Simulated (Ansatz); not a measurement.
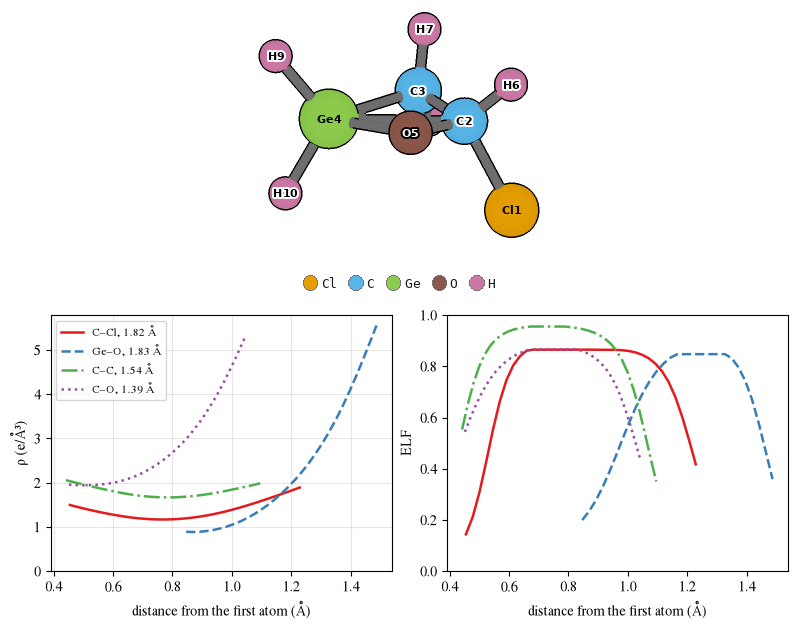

Figure 1: C2H5ClGeO. Total electron density and ELF along straight lines between neighbouring atoms. The curves leave out the atomic cores. The structure is drawn too.

Geometry: PBE0-D4/def2-TZVP.

All numbers below come from Ansatz, RKS PBE0-D4/def2-TZVPP.

```csv
atom,x (Å),y (Å),z (Å)
Cl,-1.3958,-0.5512,-1.9736
C,-1.0532,-0.1670,-0.2283
C,0.2186,-0.8959,0.2349
Ge,1.0091,0.8972,0.2614
O,-0.7689,1.1828,-0.0615
H,-1.9746,-0.4450,0.2850
H,0.1066,-1.3237,1.2316
H,0.6039,-1.6423,-0.4529
H,1.4316,1.5234,1.5984
H,1.9058,1.3705,-0.8919
```

Q: Compare the contacts.

A: C–Cl (1.82 Å): ρ is about 1.3 e/Å³ halfway; the ELF peaks at about 0.85 between the atoms; a covalent bond.
Ge–O (1.83 Å): the density is about 0.91 e/Å³ at the midpoint; the ELF peaks at about 0.85 in the valence shell of O, 0.7 Å from its nucleus, and is about 0.35 at the midpoint.
C–C (1.54 Å): ρ is about 1.7 e/Å³ halfway; the ELF peaks at about 0.95 between the atoms; a covalent bond.
C–O (1.39 Å): ρ is about 2.2 e/Å³ halfway, with its minimum of 1.9 e/Å³ about 0.5 Å from C; the ELF peaks at about 0.85 between the atoms; a polar covalent bond.
